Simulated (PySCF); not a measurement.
# C8H11 (doublet): what the fields show

```tsv
atom	x (Å)	y (Å)	z (Å)
C	-3.0277	1.8831	-0.1196
C	-2.0706	1.0125	-0.0688
C	-1.1176	0.1262	-0.0391
C	-1.1155	-1.0156	0.9384
C	0.0820	0.2279	-0.9376
C	1.2720	0.7817	-0.1381
C	2.3442	0.1256	0.1607
C	2.9910	-1.1715	-0.0066
H	-3.0119	2.7842	0.4748
H	-3.8895	1.7476	-0.7556
H	-0.2192	-0.9653	1.5561
H	-1.1086	-1.9661	0.4047
H	-1.9916	-0.9788	1.5806
H	0.3422	-0.7567	-1.3282
H	-0.1194	0.9072	-1.7677
H	1.1244	1.8051	0.1845
H	2.3786	-1.9731	0.4144
H	3.1710	-1.3769	-1.0648
H	3.9562	-1.1879	0.5044
```

Geometry: GFN2-xTB.

Computed with PySCF, UKS B3LYP, pcH-1 on C H, non-relativistic, mean-field spin-orbit, GIAO.

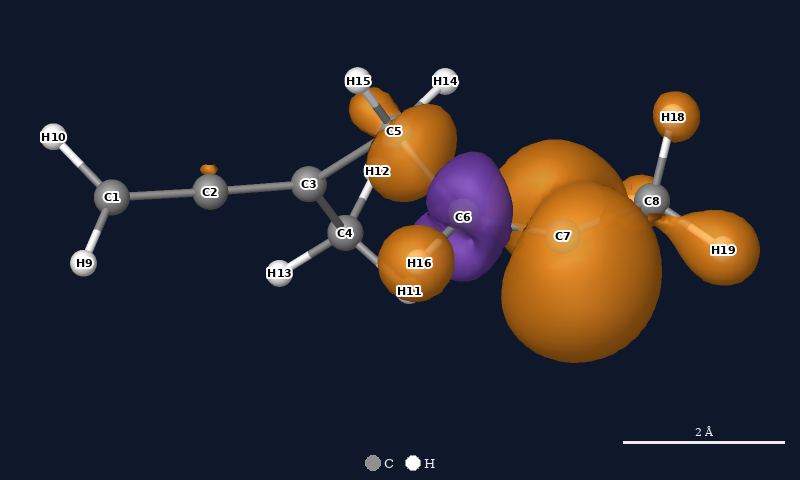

Figure 1. Isosurfaces of the spin density (α minus β) at +0.02 (orange) and −0.02 e/Å³ (purple), seen from one side.

Which atoms carry the spin?

Answer. The unpaired spin (1 electron) lies mostly on C7 (about 0.7) and C8 (about 0.1), in electrons by Hirshfeld's partition.

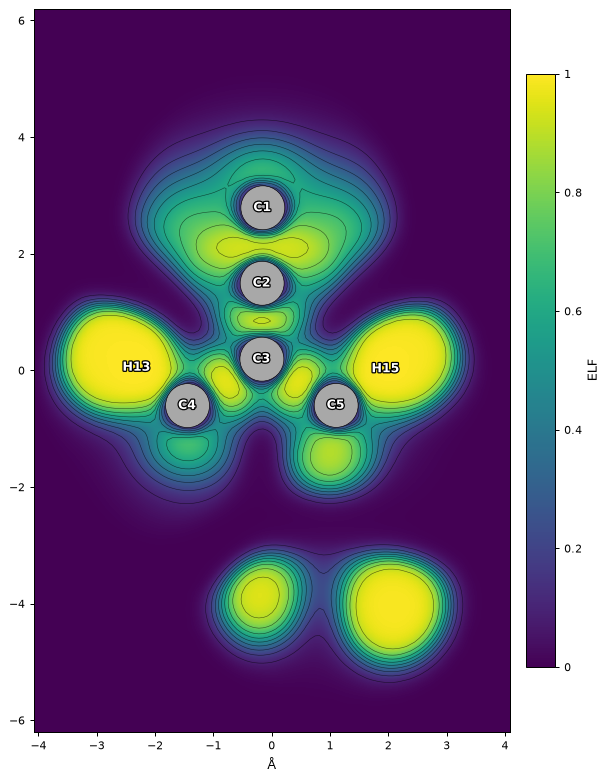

Figure 2. Electron localisation function on the plane of atoms C3, C4 and H13. Grey discs cover the atomic cores.

Interpret the plot.

Answer. The section cuts through C and H sites. C–C (1.29 Å): the ELF peaks at about 0.90 between the atoms (a short, multiple covalent bond). C–H (1.09 Å): the ELF climbs to about 1 towards the hydrogen, as it does in any bond to H: a covalent bond by its length.

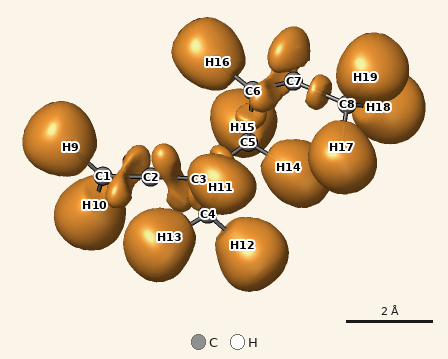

Figure 3. Isosurface of the electron localisation function at 0.85 (orange), seen at a tilt. Only the valence region is drawn (cores and ρ < 0.01 e/Å³ removed).

What do the ELF domains correspond to?

Answer. The ELF exceeds this value in seven regions between bonded C–C atoms (shared pairs), eleven regions around hydrogen nuclei and one lobe on C, pointing away from the bonds (non-bonding electrons).


 C–H (1.08 Å): the ELF climbs to about 1 towards the hydrogen; an ordinary covalent bond to hydrogen.
